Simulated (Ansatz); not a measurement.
# Ni: the cost of one run

Method: DFT PBE, scalar-relativistic, plane waves, PAW, in Ansatz 0.2.0.

27 further runs of the same task are left out: 27 set aside as unsound or not needed.

## 1. The structure to begin with

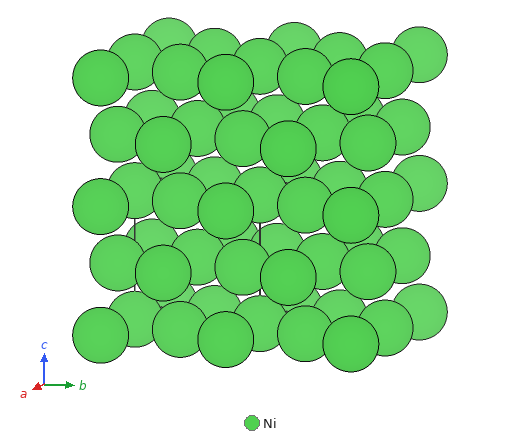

Start, viewed slightly off an axis; nickel green. 2×2×2 cells are drawn. Atoms on the faces are drawn again on the opposite ones. The cell drawn here is the conventional one.

Coordinates:

```
Ni
1.0
     0.00000    1.64655    1.64655
     1.64655    0.00000    1.64655
     1.64655    1.64655    0.00000
Ni
1
Direct
  0.00000 0.00000 0.00000
```

## 2. Volume 8.928 Å³ an atom, total moment held at 0.250 muB a cell

input.yaml reads:

```yaml
crystal:
  lattice:
    - [0.0, 1.6465492621, 1.6465492621]
    - [1.6465492621, 0.0, 1.6465492621]
    - [1.6465492621, 1.6465492621, 0.0]
  atoms:
    - { symbol: Ni, position: [0.0, 0.0, 0.0], spin: 0.25 }
basis:
  ecutwfc: 520.0
kpoints:
  mp_grid: { grid: [24, 24, 24] }
hamiltonian:
  xc: pbe
  pseudopotentials: { kind: paw, azcp: { folder: soft_1 } }
scf:
  occupations: { method: gaussian, width: 0.15 }
  lower_state_search: "off"
output:
  forces: true
  stress: true
  eigenvalues: true
  populations: true
magnetization:
  spin_polarized: true
  initial_magnetization: 0.25
  spin_locking: { lock_magnetization: hard }
```

Started as:

```
$ ansatz run input.yaml --threads 1 --pin off --max-ram 2048MiB --backend cpu --events-out ev --progress --plain --runs-dir out
```

Q: Estimate wall time and peak memory on 1 thread of Arm Neoverse N1, shared host.

About 21 s, with a peak of 0.35 GiB.
